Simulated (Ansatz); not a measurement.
# CCSDTQ/STO-3G run of AlH2Br (SMILES [H][Al]([H])[Br])

What is the energy change on altering one bond length of AlH2Br at CCSDTQ/STO-3G? 

Program for the calculation: Ansatz 0.2.0.

51 further runs of the same task are left out: 2 that didn't finish, 49 set aside as unsound or not needed.

**1. The molecule**

The species is AlH2Br (4 atoms), meant as a singlet with charge 0. SMILES: `[H][Al]([H])[Br]`. Geometry: a GFN2-xTB relaxation, a rough one for these elements and not checked as a minimum.

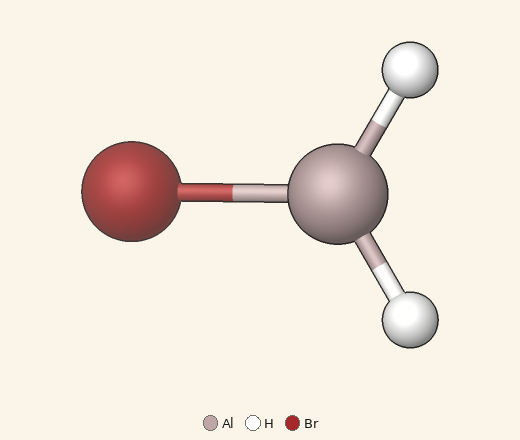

Viewed from a chosen angle; aluminium light grey, hydrogen white, bromine red.

**2. A single-point energy at CCSDTQ/STO-3G**

Contents of job.yaml:

```yaml
crystal:
  periodic: [false, false, false]
  atoms:
    - {symbol: Al, position_ang: [0.085960, 0.143320, 0.001240]}
    - {symbol: H, position_ang: [1.619870, 0.141230, 0.011920]}
    - {symbol: H, position_ang: [-0.640600, 1.494120, -0.021230]}
    - {symbol: Br, position_ang: [-1.065230, -1.778670, 0.008060]}
basis:
  gaussian:
    orbitals: STO-3G
correlation:
  method: ccsdtq
  frozen_orbitals: {Al: 5, Br: 9, H: 0}
accuracy: high
scf:
  omitted_lower_state_checks: [cluster_reference, increment]
```

The run is started by

```console
$ ansatz run job.yaml --threads 1 --pin off --max-ram 2610MiB --events-out events.jsonl --progress --plain --runs-dir runs
```

The log of the run (excerpt; [...] marks lines left out):

```text
Warning: RAYON_NUM_THREADS=1 ignored (pool sized by the plan → 1); use --threads N
Functional definition: HF
  name "HF"
[...]
413 factors; integrals over basis functions are off by at most 7.7e-9 eV
[...]
mean field -75781.11424720 eV, -2784.9045823003 hartree, gradient 5.1e-8 eV, S^2 0.000000; 0 other end points of the search recorded, 0 dependent functions left out
14 core orbitals not correlated: weight in the atoms' cores, before any rotation towards them, 0.999 or more for the frozen orbitals, at most 0.000 for the correlated occupied ones
reference -75781.11424720 eV, -2784.9045823003 hartree; 11, 11 occupied and 4, 4 virtual orbitals, 413 factors
second order -0.90180951 eV of doubles, -0.00000000 eV of singles
cycle   1  -1.14022489 eV  change   -2.4e-1 eV  update   5.0e-2
[...]
cycle  20  -1.30777119 eV  change   -1.3e-9 eV  update   2.6e-9
Total energy: -75782.42201839 eV, -2784.9526420051 hartree
Checks for a lower state left out: cluster_reference, increment
```

It took 12 s on 1 thread of Arm Neoverse V1, shared host; peak memory 0.22 GiB.

**3. The distorted shape at the same level**

Contents of in.yaml:

```yaml
crystal:
  periodic: [false, false, false]
  atoms:
    - {symbol: Al, position_ang: [0.267619, -0.194416, 0.006858]}
    - {symbol: H, position_ang: [1.801529, -0.196506, 0.017538]}
    - {symbol: H, position_ang: [-0.640600, 1.494120, -0.021230]}
    - {symbol: Br, position_ang: [-0.883571, -2.116406, 0.013678]}
basis:
  gaussian:
    orbitals: STO-3G
correlation:
  method: ccsdtq
  frozen_orbitals: {Al: 5, Br: 9, H: 0}
accuracy: high
scf:
  omitted_lower_state_checks: [cluster_reference, increment]
```

The run is started by

```console
$ ansatz run in.yaml --threads 1 --pin off --max-ram 2610MiB --events-out events.jsonl --progress --plain --runs-dir runs
```

The log of the run (excerpt; [...] marks lines left out):

```text
Warning: RAYON_NUM_THREADS=1 ignored (pool sized by the plan → 1); use --threads N
[... 2 set-up lines as earlier in the session ...]
[...]
412 factors; integrals over basis functions are off by at most 2.0e-8 eV
[...]
mean field -75779.49645872 eV, -2784.8451296705 hartree, gradient 9.6e-8 eV, S^2 0.000000; 0 other end points of the search recorded, 0 dependent functions left out
14 core orbitals not correlated: weight in the atoms' cores, before any rotation towards them, 0.999 or more for the frozen orbitals, at most 0.000 for the correlated occupied ones
reference -75779.49645872 eV, -2784.8451296705 hartree; 11, 11 occupied and 4, 4 virtual orbitals, 412 factors
second order -1.11778495 eV of doubles, -0.00000000 eV of singles
cycle   1  -1.44392985 eV  change   -3.3e-1 eV  update   6.5e-2
[...]
cycle  21  -1.69988563 eV  change   -2.1e-9 eV  update   1.8e-9
Total energy: -75781.19634435 eV, -2784.9075993152 hartree
Checks for a lower state left out: cluster_reference, increment
```

Wall time 13 s (1 thread of Arm Neoverse V1, shared host); peak memory 0.22 GiB.

**4. Outcome**

Level: CCSDTQ/STO-3G, 14 core orbitals frozen.

| quantity | value |
| --- | --- |
| first shape: total energy | -2784.95264 Eh |
| first shape: correlation energy (14 core orbitals frozen) | -48.1 mEh |
| first shape: T1 diagnostic | 0.006 |
| distorted shape: total energy | -2784.90760 Eh |
| distorted shape: correlation energy (14 core orbitals frozen) | -62.5 mEh |
| distorted shape: T1 diagnostic | 0.007 |
| energy change with the Al1–H3 bond stretched from 1.534 to 1.917 Å | 1.226 eV |

In words: With the Al1–H3 bond stretched from 1.534 to 1.917 Å the energy rises by 1.23 eV (118 kJ/mol). The first shape isn't relaxed at this level, so the change isn't measured from a minimum. The minimal basis adds a large error of its own.
